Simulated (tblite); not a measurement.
Geometry relaxation of SnHBrOF (part 2 of 2)

Continued. System: SnHBrOF, multiplicity 2, SMILES [OH][Sn]([F])[Br]. Method: GFN2-xTB, U-SCC (tblite 0.8.0). The geometry comes from this level: PBE0-D4/def2-TZVP.

Geometry of the input (Å):
```
O  0.3620  1.3529  0.2131
Sn -0.2031  -0.4903  0.5655
F  1.4867  -1.3534  0.8236
Br -1.2610  -1.4790  -1.4732
H  -0.3347  1.8961  -0.1703
```

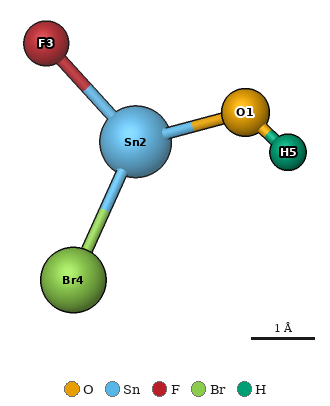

**Figure 1.** The geometry at step 28 of the log (ball-and-stick view, seen at a tilt; atoms are numbered from 1 in the order of the input).

Trajectory as extended XYZ, continued:
```
5
Properties=species:S:1:pos:R:3:forces:R:3 step=18 energy=-424.19326
O     0.2678    1.4225    0.1902   -0.0893   0.0479  -0.0275
Sn   -0.2398   -0.5494    0.6591    0.1038   0.0488  -0.0377
F     1.6418   -1.5048    0.8767   -0.0445  -0.0265   0.0205
Br   -1.3084   -1.5108   -1.5482   -0.0118  -0.0076  -0.0001
H    -0.3114    2.0688   -0.2191    0.0418  -0.0627   0.0448
5
Properties=species:S:1:pos:R:3:forces:R:3 step=19 energy=-424.19489
O     0.2722    1.4388    0.1931   -0.1474   0.0436  -0.0538
Sn   -0.2281   -0.5470    0.6471    0.1042   0.0775  -0.0303
F     1.6422   -1.5209    0.8860   -0.0387  -0.0247   0.0157
Br   -1.3135   -1.5156   -1.5486   -0.0076  -0.0019  -0.0009
H    -0.3228    2.0710   -0.2190    0.0895  -0.0945   0.0693
5
Properties=species:S:1:pos:R:3:forces:R:3 step=20 energy=-424.19645
O     0.2718    1.4568    0.1962   -0.1592   0.0177  -0.0622
Sn   -0.2114   -0.5446    0.6326    0.0811   0.1041  -0.0189
F     1.6432   -1.5419    0.8979   -0.0200  -0.0258   0.0106
Br   -1.3197   -1.5208   -1.5485   -0.0033   0.0024  -0.0040
H    -0.3340    2.0769   -0.2194    0.1013  -0.0984   0.0745
5
Properties=species:S:1:pos:R:3:forces:R:3 step=21 energy=-424.19781
O     0.2656    1.4706    0.1982   -0.0964  -0.0306  -0.0369
Sn   -0.1941   -0.5428    0.6199    0.0354   0.1138  -0.0100
F     1.6446   -1.5619    0.9090    0.0081  -0.0301   0.0078
Br   -1.3252   -1.5249   -1.5481    0.0009   0.0051  -0.0060
H    -0.3411    2.0853   -0.2203    0.0519  -0.0581   0.0451
5
Properties=species:S:1:pos:R:3:forces:R:3 step=22 energy=-424.19847
O     0.2588    1.4764    0.1990   -0.0196  -0.0595  -0.0071
Sn   -0.1829   -0.5409    0.6128   -0.0073   0.0982  -0.0046
F     1.6456   -1.5739    0.9155    0.0304  -0.0337   0.0074
Br   -1.3281   -1.5268   -1.5476    0.0038   0.0069  -0.0056
H    -0.3436    2.0914   -0.2210   -0.0073  -0.0119   0.0098
5
Properties=species:S:1:pos:R:3:forces:R:3 step=23 energy=-424.19873
O     0.2555    1.4774    0.1992    0.0105  -0.0525  -0.0009
Sn   -0.1786   -0.5389    0.6101   -0.0225   0.0731   0.0009
F     1.6464   -1.5788    0.9180    0.0343  -0.0316   0.0069
Br   -1.3291   -1.5272   -1.5473    0.0047   0.0082  -0.0052
H    -0.3443    2.0938   -0.2212   -0.0270   0.0028  -0.0017
5
Properties=species:S:1:pos:R:3:forces:R:3 step=24 energy=-424.19898
O     0.2532    1.4776    0.1991    0.0248  -0.0270  -0.0053
Sn   -0.1759   -0.5358    0.6078   -0.0244   0.0320   0.0086
F     1.6476   -1.5832    0.9200    0.0262  -0.0233   0.0054
Br   -1.3297   -1.5274   -1.5472    0.0056   0.0108  -0.0037
H    -0.3452    2.0951   -0.2211   -0.0322   0.0075  -0.0050
5
Properties=species:S:1:pos:R:3:forces:R:3 step=25 energy=-424.19910
O     0.2534    1.4776    0.1989    0.0179  -0.0045  -0.0148
Sn   -0.1758   -0.5333    0.6072   -0.0121   0.0008   0.0122
F     1.6486   -1.5852    0.9208    0.0107  -0.0135   0.0036
Br   -1.3299   -1.5275   -1.5475    0.0068   0.0139  -0.0003
H    -0.3464    2.0947   -0.2207   -0.0232   0.0033  -0.0007
5
Properties=species:S:1:pos:R:3:forces:R:3 step=26 energy=-424.19915
O     0.2547    1.4777    0.1984    0.0055   0.0035  -0.0209
Sn   -0.1768   -0.5321    0.6076    0.0013  -0.0112   0.0111
F     1.6492   -1.5855    0.9208   -0.0015  -0.0071   0.0025
Br   -1.3298   -1.5274   -1.5479    0.0079   0.0161   0.0032
H    -0.3473    2.0936   -0.2203   -0.0132  -0.0013   0.0040
5
Properties=species:S:1:pos:R:3:forces:R:3 step=27 energy=-424.19918
O     0.2556    1.4778    0.1980   -0.0013   0.0025  -0.0221
Sn   -0.1775   -0.5318    0.6082    0.0083  -0.0120   0.0088
F     1.6494   -1.5854    0.9207   -0.0069  -0.0047   0.0021
Br   -1.3297   -1.5272   -1.5482    0.0086   0.0170   0.0054
H    -0.3479    2.0929   -0.2200   -0.0087  -0.0028   0.0058
5
Properties=species:S:1:pos:R:3:forces:R:3 step=28 energy=-424.19921
O     0.2567    1.4780    0.1970   -0.0076  -0.0015  -0.0219
Sn   -0.1780   -0.5316    0.6091    0.0154  -0.0107   0.0053
F     1.6495   -1.5856    0.9207   -0.0121  -0.0025   0.0018
Br   -1.3294   -1.5266   -1.5484    0.0093   0.0178   0.0080
H    -0.3488    2.0922   -0.2197   -0.0050  -0.0032   0.0068
5
Properties=species:S:1:pos:R:3:forces:R:3 step=29 energy=-424.19928
O     0.2577    1.4782    0.1952   -0.0131  -0.0065  -0.0204
Sn   -0.1781   -0.5314    0.6101    0.0218  -0.0084   0.0011
F     1.6496   -1.5866    0.9210   -0.0167  -0.0002   0.0014
Br   -1.3289   -1.5254   -1.5485    0.0100   0.0181   0.0106
H    -0.3504    2.0915   -0.2191   -0.0019  -0.0029   0.0073
5
Properties=species:S:1:pos:R:3:forces:R:3 step=30 energy=-424.19939
O     0.2588    1.4785    0.1920   -0.0185  -0.0118  -0.0179
Sn   -0.1775   -0.5310    0.6114    0.0277  -0.0054  -0.0036
F     1.6497   -1.5888    0.9218   -0.0210   0.0022   0.0010
Br   -1.3279   -1.5232   -1.5483    0.0103   0.0176   0.0130
H    -0.3533    2.0908   -0.2182    0.0015  -0.0025   0.0075
5
Properties=species:S:1:pos:R:3:forces:R:3 step=31 energy=-424.19957
O     0.2599    1.4788    0.1862   -0.0242  -0.0162  -0.0140
Sn   -0.1755   -0.5304    0.6131    0.0323  -0.0013  -0.0090
F     1.6498   -1.5932    0.9236   -0.0244   0.0049   0.0003
Br   -1.3260   -1.5189   -1.5477    0.0099   0.0155   0.0148
H    -0.3582    2.0900   -0.2166    0.0065  -0.0029   0.0078
5
Properties=species:S:1:pos:R:3:forces:R:3 step=32 energy=-424.19984
O     0.2606    1.4791    0.1755   -0.0301  -0.0152  -0.0086
Sn   -0.1707   -0.5293    0.6153    0.0321   0.0042  -0.0137
F     1.6497   -1.6021    0.9274   -0.0242   0.0073  -0.0006
Br   -1.3225   -1.5108   -1.5458    0.0075   0.0097   0.0140
H    -0.3672    2.0894   -0.2137    0.0147  -0.0059   0.0089
5
Properties=species:S:1:pos:R:3:forces:R:3 step=33 energy=-424.20001
O     0.2597    1.4789    0.1672   -0.0207  -0.0116  -0.0020
Sn   -0.1656   -0.5285    0.6159    0.0215   0.0060  -0.0110
F     1.6493   -1.6097    0.9308   -0.0163   0.0060  -0.0010
Br   -1.3197   -1.5042   -1.5436    0.0037   0.0029   0.0084
H    -0.3738    2.0898   -0.2116    0.0118  -0.0033   0.0057
5
Properties=species:S:1:pos:R:3:forces:R:3 step=34 energy=-424.20008
O     0.2580    1.4786    0.1649   -0.0022  -0.0092   0.0029
Sn   -0.1626   -0.5281    0.6149    0.0071   0.0034  -0.0047
F     1.6488   -1.6128    0.9323   -0.0060   0.0024  -0.0008
Br   -1.3189   -1.5021   -1.5423    0.0012  -0.0009   0.0028
H    -0.3755    2.0907   -0.2111   -0.0001   0.0043  -0.0003
5
Properties=species:S:1:pos:R:3:forces:R:3 step=35 energy=-424.20009
O     0.2572    1.4784    0.1656    0.0026  -0.0037   0.0015
Sn   -0.1619   -0.5281    0.6141    0.0001   0.0007  -0.0015
F     1.6486   -1.6128    0.9324   -0.0010   0.0003  -0.0004
Br   -1.3191   -1.5025   -1.5421    0.0007  -0.0013   0.0009
H    -0.3750    2.0912   -0.2113   -0.0023   0.0041  -0.0005
5
Properties=species:S:1:pos:R:3:forces:R:3 step=36 energy=-424.20009
O     0.2571    1.4784    0.1661    0.0014  -0.0009  -0.0002
Sn   -0.1620   -0.5282    0.6139   -0.0007   0.0002  -0.0005
F     1.6486   -1.6124    0.9323   -0.0004  -0.0001  -0.0003
Br   -1.3192   -1.5029   -1.5421    0.0006  -0.0013   0.0003
H    -0.3746    2.0914   -0.2114   -0.0008   0.0021   0.0006
5
Properties=species:S:1:pos:R:3:forces:R:3 step=37 energy=-424.20009
O     0.2571    1.4784    0.1663    0.0004   0.0001  -0.0009
Sn   -0.1621   -0.5282    0.6138   -0.0005   0.0002  -0.0002
F     1.6486   -1.6123    0.9322   -0.0005  -0.0001  -0.0003
Br   -1.3193   -1.5030   -1.5421    0.0005  -0.0013   0.0001
H    -0.3744    2.0914   -0.2115    0.0001   0.0011   0.0013
```

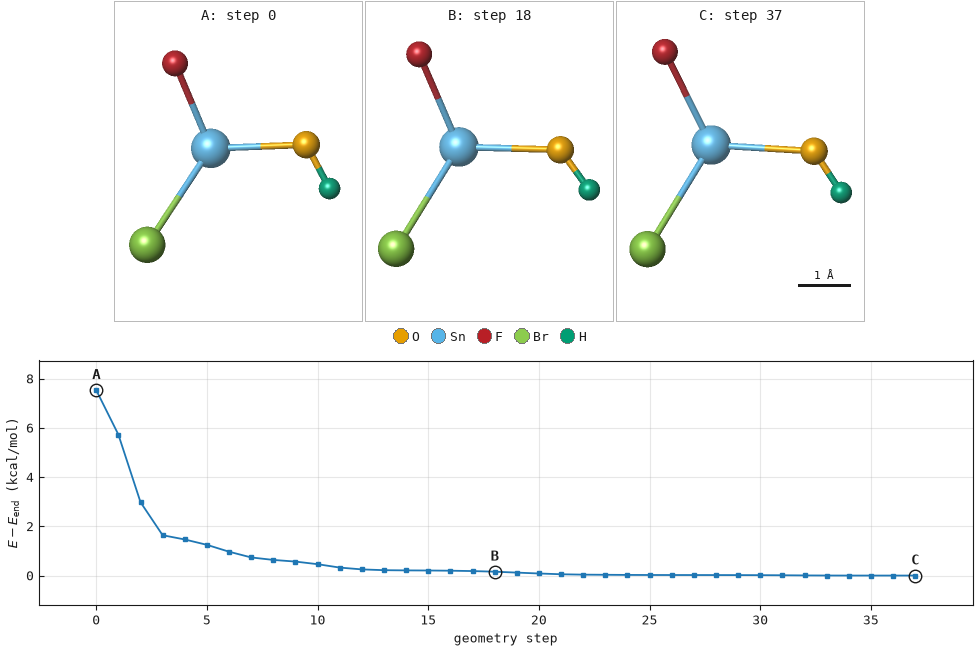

**Figure 2.** Frames of the relaxation (ball-and-stick view, seen on its broad side) above the curves, on which the letters mark them (steps are counted from 0).

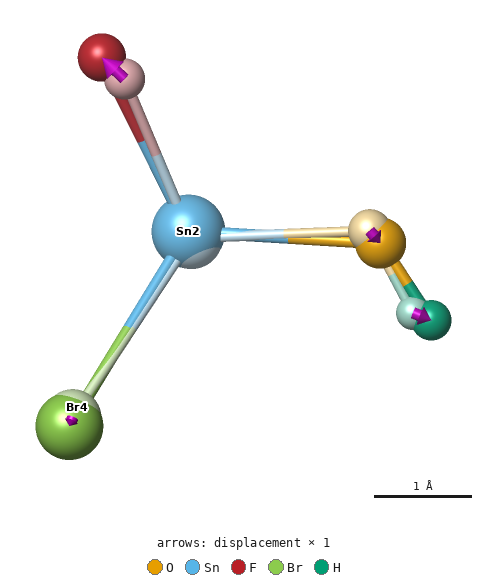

**Figure 3.** Start (faint) and end (solid) with the displacements as pink arrows, at true length (ball-and-stick view, seen on its broad side). The two geometries are laid on each other by the best rigid fit. The largest move after the best rigid fit is that of F3, 0.32 Å. By element the largest moves are F 0.32 Å, H 0.20 Å, O 0.17 Å, Br 0.09 Å, Sn 0.07 Å. Distances before and after: Sn2–F3 1.915 → 2.134 Å, O1–Sn2 1.960 → 2.098 Å, Sn2–Br4 2.501 → 2.634 Å, O1–H5 0.963 → 0.958 Å. Among the angles that change: Sn2–O1–H5 113.2° → 124.4°, O1–Sn2–F3 101.2° → 110.4°, O1–Sn2–Br4 110.3° → 105.5°. After 37 geometry steps the energy has fallen by 7.53 kcal/mol. Largest force component: 1.5 eV/Å at the start, 0.0013 eV/Å at the end. (Atoms are counted from 1 in the order of the input.)
